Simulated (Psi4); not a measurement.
**B3LYP/def2-TZVP (density fitting, core potential, sweep point 4) run of MoO3 (molybdenum trioxide)**

Aim: a single-point energy of MoO3 (molybdenum trioxide). 

The results are computed with Psi4 1.11.

3 further runs of the same task are left out: 1 that didn't finish, 2 set aside as unsound or not needed.

### 1 The molecule

MoO3: 4 atoms, total charge 0, spin state singlet. SMILES: `[O]=[Mo](=[O])=[O]`. Geometry: relaxed at PBE0-D4/def2-TZVP.

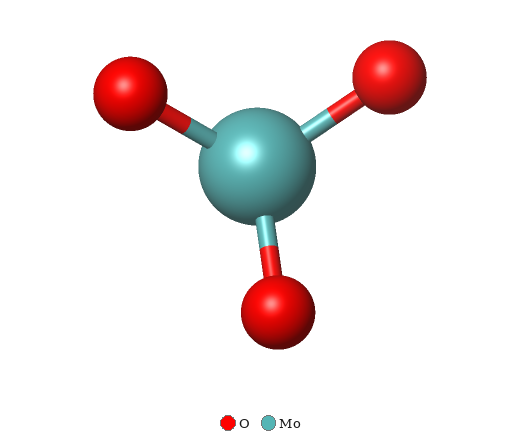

The structure, seen from a chosen angle (oxygen red, molybdenum teal).

### 2 A single-point energy at B3LYP/def2-TZVP (density fitting, core potential, sweep point 4)

job.py reads:

```python
import psi4

psi4.set_memory(1600000000)
psi4.set_num_threads(1)
psi4.core.set_output_file('run.log', False)

m = psi4.geometry("""
0 1
O     -0.968000    -0.149800     1.262500
Mo    -0.138100    -0.336500    -0.200300
O      1.507000    -0.607600     0.088800
O     -0.345200     1.033600    -1.171400
symmetry c1
""")

psi4.set_options({
    'basis': 'def2-TZVP',
    'reference': 'rks',
    'scf_type': 'df',
    'scf_initial_accelerator': 'ediis',
})

E = psi4.energy('b3lyp', molecule=m)
print('E =', round(E, 9))
```

The run is started by

```bash
$ python job.py
```

run.log:

```text
[...]
    !!!  WARNING: ECP capability is in beta. Please check occupations closely.  !!!
[...]
  Running in c1 symmetry.
[...]
  Nuclear repulsion =  141.662163783728460
[...]
  Multiplicity = 1
[...]
  Nalpha       = 19
  Nbeta        = 19
[...]
    Number of basis functions: 133
[...]
   @DF-RKS iter   1:  -292.67847089331264    5.26191e-01   1.41403e-02 EDIIS/DIIS
[...]
   @DF-RKS iter  11:  -294.06559958979460   -2.42533e-07   6.57672e-07 DIIS
[...]
    Orbital Energies [Eh]
    ---------------------
    Doubly Occupied:
       1A    -19.161423     2A    -19.161409     3A    -19.161402
       4A     -2.699225     5A     -1.711253     6A     -1.711241
       7A     -1.701450     8A     -0.941357     9A     -0.925400
      10A     -0.925385    11A     -0.450524    12A     -0.450519
      13A     -0.425011    14A     -0.424993    15A     -0.421043
      16A     -0.347623    17A     -0.331479    18A     -0.331474
      19A     -0.324221
[...]
  @DF-RKS Final Energy:  -294.06559958979460
   => Energetics <=
    Nuclear Repulsion Energy =            141.6621637837284595
    One-Electron Energy =                -708.7531549697414448
    Two-Electron Energy =                 300.2634370703878517
    DFT Exchange-Correlation Energy =     -27.2380454741695210
    Empirical Dispersion Energy =           0.0000000000000000
    VV10 Nonlocal Energy =                  0.0000000000000000
    Total Energy =                       -294.0655995897946013
[...]
 Multipole Moments:
 ------------------------------------------------------------------------------------
     Multipole            Electronic (a.u.)      Nuclear  (a.u.)        Total (a.u.)
 ------------------------------------------------------------------------------------
 L = 1.  Multiply by 2.5417464519 to convert [e a0] to [Debye]
 Dipole X            :         -5.1397048            4.4055885           -0.7341163
 Dipole Y            :        -10.8666219            9.3146935           -1.5519283
 Dipole Z            :         -6.5993847            5.6567727           -0.9426120
 Magnitude           :                                                    1.9585519
[...]
```

The script printed:

```text
E = -294.06559959
```

Wall time 8.7 s (1 thread of Intel Xeon Platinum 8375C at 2.90GHz (Ice Lake), shared host); peak memory 0.53 GiB.

### 3 Results

Level: B3LYP/def2-TZVP (density fitting, core potential, sweep point 4).

| quantity | value |
| --- | --- |
| total energy | -294.06560 Eh |
| dipole moment | 4.98 D |
| HOMO energy | -8.82 eV |
| LUMO energy | -5.10 eV |
| HOMO–LUMO gap | 3.72 eV |
